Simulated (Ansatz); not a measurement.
Cl₃FZr···HCl

```yaml
atoms:
  - { symbol: Zr, position_ang: [0.1627, 0.0000, -0.1617] }
  - { symbol: F, position_ang: [0.0393, 0.0000, 1.7782] }
  - { symbol: Cl, position_ang: [2.4172, 0.0000, -0.7237] }
  - { symbol: Cl, position_ang: [-0.7748, 1.9243, -1.0719] }
  - { symbol: Cl, position_ang: [-0.7748, -1.9243, -1.0719] }
  - { symbol: Cl, position_ang: [-3.0726, 0.0000, 1.6657] }
  - { symbol: H, position_ang: [-1.9812, 0.0000, 2.4218] }
```

Core potentials replace the inner electrons of Zr; not at a stationary point (largest force 1.4 eV/Å).

Theory: RKS BHLYP-D4/def2-SVP (Ansatz 0.2.0).

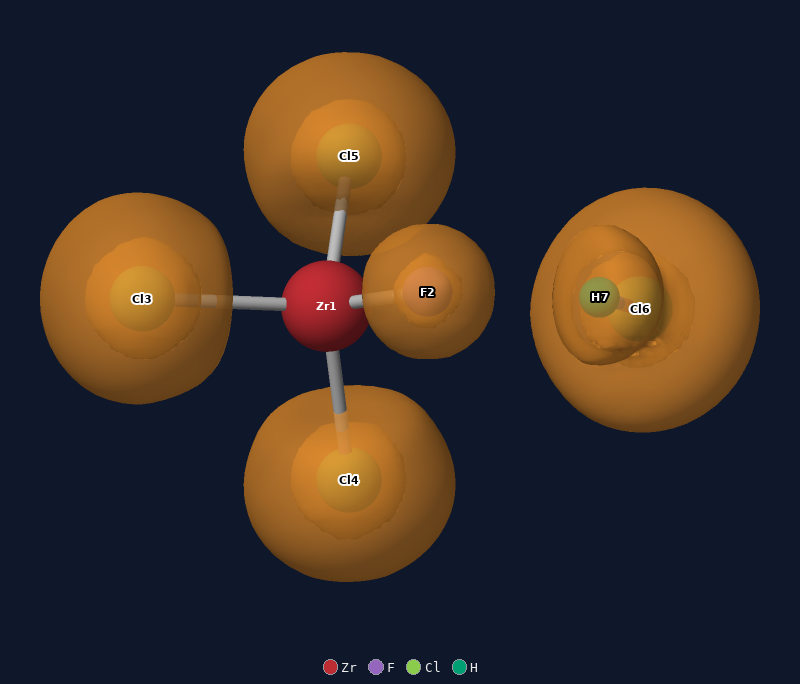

Figure 1. Isosurface of the ELF at 0.75 (orange), seen across its widest extent. Only the valence region is drawn (cores and ρ < 0.01 e/Å³ removed).

Where are the electrons localised?

The surface consists of three regions wrapped around Cl (the valence shell of each), one region wrapped around F (its valence shell) and one joined region spread over several atoms (Cl, H), in which their bonds and any lone pairs are merged. Along the contacts the grid gives the following. F2···H7 (2.12 Å): the ELF dips to about 0.05 between them. Zr–F (1.94 Å): the ELF peaks at about 0.85 in the valence shell of F, 0.6 Å from its nucleus, and drops to about 0.20 between the two atoms.

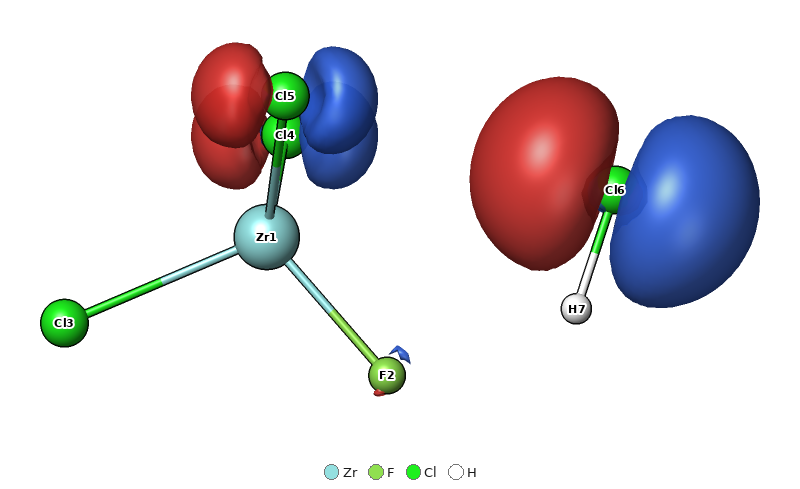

Figure 2. The HOMO−1 at ±0.15 Å⁻³ᐟ² (red and blue are the two phases), seen from one side.

What is the character of this orbital?

Its weight (Hirshfeld) is mainly on Cl6 (about 70 %), Cl4 (about 10 %) and Cl5 (about 10 %); largely a lone pair of Cl6. Its energy is −10.73 eV.

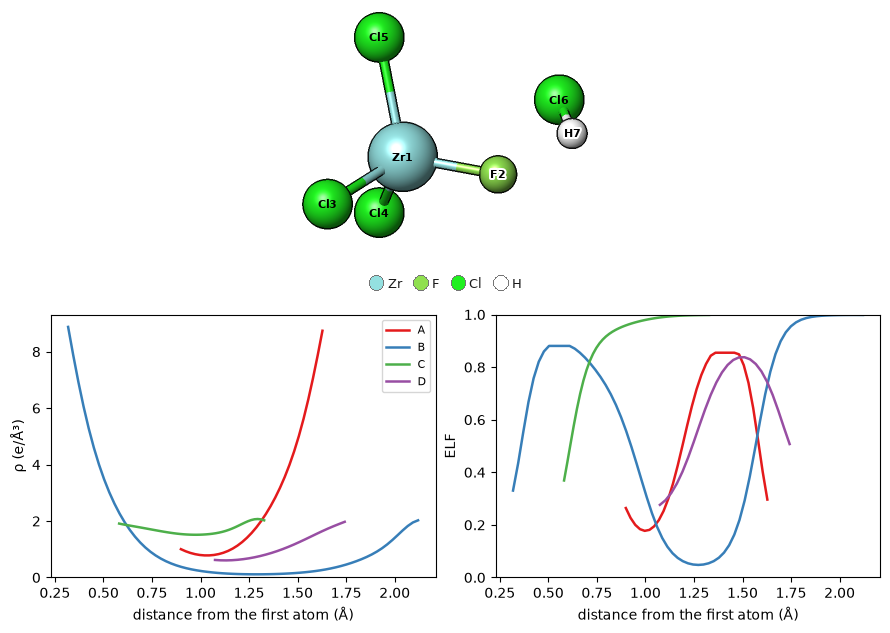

Figure 3. Electron density and ELF along straight lines between neighbouring atoms. The curves leave out the atomic cores. The structure is drawn too.

Which curve belongs to which contact (Cl–H, F–H, Zr–Cl and Zr–F)? The first atom named is at distance zero.

Curve A: Zr–F (1.94 Å): ρ is about 0.83 e/Å³ halfway; the ELF peaks at about 0.85 in the valence shell of F, 0.6 Å from its nucleus, and drops to about 0.20 between the two atoms. Curve B: F2···H7 (2.12 Å): the density falls to about 0.11 e/Å³ on the way; the ELF dips to about 0.05 between them. Curve C: Cl–H (1.33 Å): ρ is about 1.8 e/Å³ halfway; the ELF climbs to about 1 towards the hydrogen, as it does in any bond to H. Curve D: Zr–Cl (2.32 Å): the density is about 0.61 e/Å³ at the midpoint; the ELF peaks at about 0.85 in the valence shell of Cl, 0.8 Å from its nucleus, and is about 0.35 at the midpoint.
